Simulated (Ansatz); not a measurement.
```
Ga B
1.0
     2.71824    0.00000    0.00000
     0.00000    2.71824    0.00000
     0.00000    0.00000    3.23621
Ga B
1 1
Direct
  0.50000 0.50000 0.50000
  0.00000 0.00000 0.00000
```

Space group P4/mmm; a generated structure, not necessarily the stable one.

Level of theory: Kohn-Sham DFT of a periodic cell, PBE, Ansatz PAW in Ansatz.

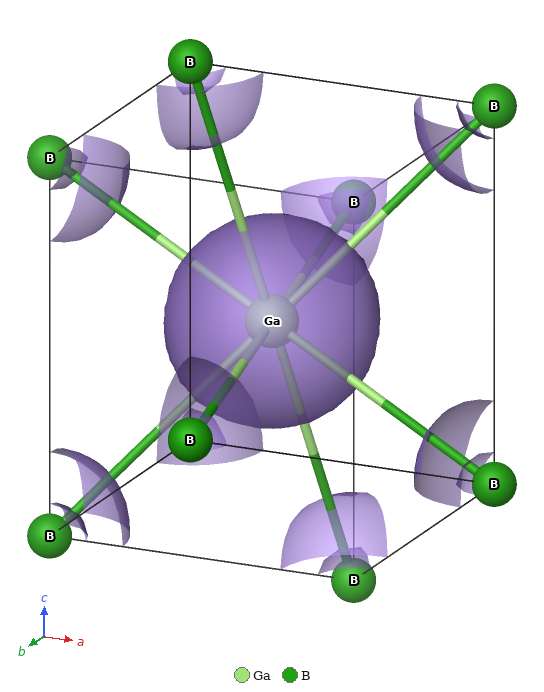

GaB. Isosurface of the valence electron density at 0.5 e/Å³ (purple), seen at an oblique angle. Sticks mark near contacts.

Core electrons are frozen (PAW), and the valence fields are smoothed inside the atomic spheres.

> How is the density connected at this value?

At this value the density breaks into separate islands; it holds about 65 % of the electrons treated as valence (semicore included). It bridges none of the near contacts. It is pinched off along the sampled Ga–B (2.51 Å) contacts. On the grid the lowest density along these lines, outside the cores, is 0.28 e/Å³ (Ga–B, 2.51 Å).
